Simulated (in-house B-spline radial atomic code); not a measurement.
The neutral rhodium atom; electrons: [Kr] 4d8 5s1 (high spin). It is put inside a hard spherical wall of varying radius. All numbers are computed, not measured: non-relativistic PBE, spin-polarised, spherical fractional occupations, point nucleus, hard spherical wall, basis-set limit (an in-house B-spline radial code). Wanted, and plotted below: the energy of other fillings against the starting one at the same radius, on a scale that is linear within ±10 eV and logarithmic beyond.

Against 4d8 5s1: 4d8 5d1 lies 7.73 eV above it at 8.68 bohr and never crosses it, ending at 67.5 eV at 1.44 bohr; 4d7 4f1 5s1 lies 13.4 eV above it at 8.68 bohr and never crosses it, ending at 57.2 eV at 1.44 bohr. At the tightest wall the lowest of the fillings run is 4d8 5s1; others weren't tried.

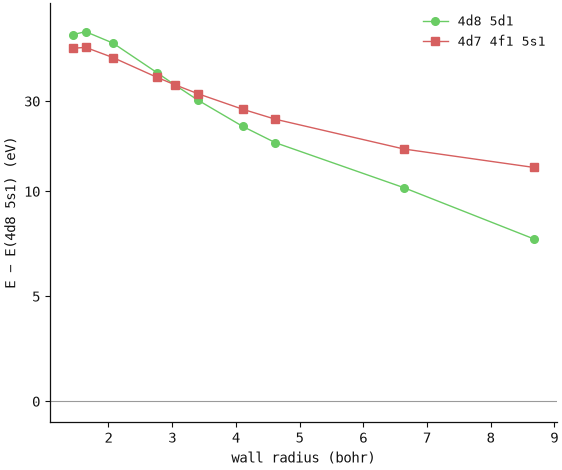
